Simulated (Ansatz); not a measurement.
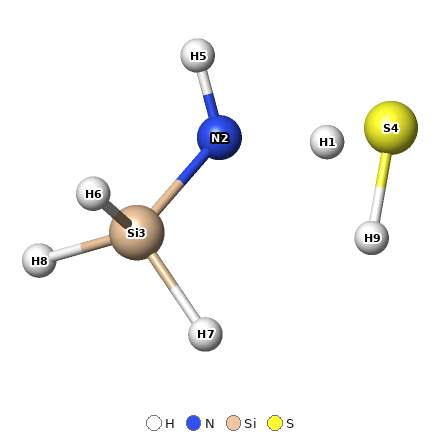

The system is the reacting system H₆NSSi (fragments H₅NSi + HS where the first distance is long, H₂S + H₄NSi where the second is long), spin multiplicity 2; the picture shows the reference structure. First axis: distance H1–S4 (bond that forms). Second axis: distance H1–N2 (bond that breaks). Relaxed at each point: all other coordinates. Grid: 9 × 9 points. Points are written as (first, second). Energies: kJ/mol, counted from the lowest grid point. Energies and slopes of some neighbouring points disagree (a jump in structure or state, or too coarse a mesh). Computed with UKS SPW92 (LDA)/def2-SVP (Ansatz 0.2.0).

Its coordinates:

```xyz
9

H    -1.0805   -1.1183    0.2641
N     0.1583   -0.8755    0.6911
Si    1.0638    0.3309   -0.1987
S    -2.4012    0.0838    0.1073
H     0.0943   -0.7664    1.7164
H     0.9204    1.7436    0.3093
H     0.5967    0.2572   -1.6274
H     2.5274   -0.0317   -0.1401
H    -1.8791    0.3764   -1.1220
```

Range: distance H1–S4 (bond that forms) from 1.224 to 3.024 Å; distance H1–N2 (bond that breaks) from 0.918 to 2.718 Å.

**What will the energy surface look like?**

The lowest grid point is at (3.024 Å, 1.052 Å). It lies on the edge of the grid, but the force there points inwards, so the minimum lies inside the range. The highest grid point, (2.480 Å, 2.441 Å), lies 420 kJ/mol above the lowest.

```tsv
second ↓, first →	1.224	1.358	1.542	1.752	1.981	2.224	2.480	2.747	3.024
2.718	144	114	142	212	296	174	181	189	195
2.441	141	111	139	207	287	361	420	189	190
2.174	140	108	132	195	268	335	387	186	185
1.918	139	102	119	172	235	291	334	364	184
1.675	141	94	97	136	184	226	257	278	188
1.446	153	89	70	87	115	141	160	170	166
1.236	188	98	48	37	43	53	60	62	59
1.052	266	145	62	23	8	4	3	1	0
0.918	390	249	139	79	50	38	32	29	29
```

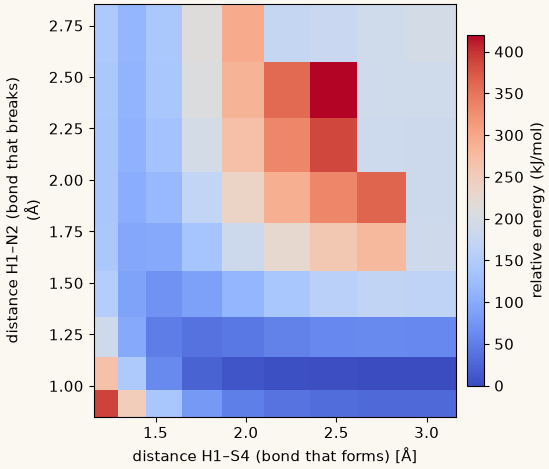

Drawn: one coloured cell a grid point.

Each point was launched as `ansatz run input.yaml --threads 1 --pin off --max-ram 2560MiB --backend cpu --events-out ev --progress --plain --runs-dir out`. Time for the 81 points that were run: 16 min on 1 thread of Intel(R) Xeon(R) Platinum 8488C (Sapphire Rapids), on a shared host.
